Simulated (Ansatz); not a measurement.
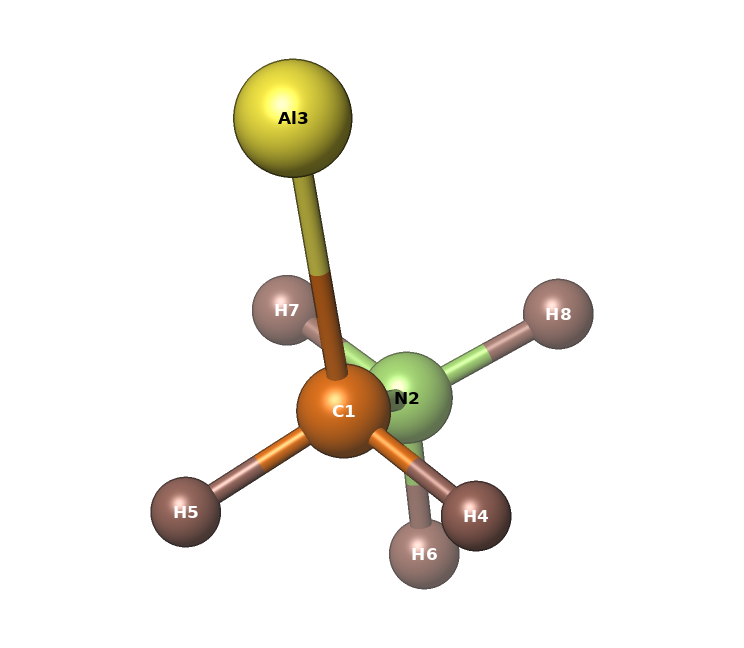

N2 lies behind C1. The molecule seen a little off the C1–N2 bond, C1 in front. Atoms fade into the background with distance from the viewer. The species has charge +1 and is a spin singlet. Computed geometry: PBE-D4/def2-SVP optimisation. No frequency run is at hand to confirm it as a minimum.

What is the torsion angle Al3–C1–N2–H6? The sign is positive where the front bond must turn clockwise to cover the back bond.

180°, antiperiplanar (anti). The bonds about C1–N2 are staggered.
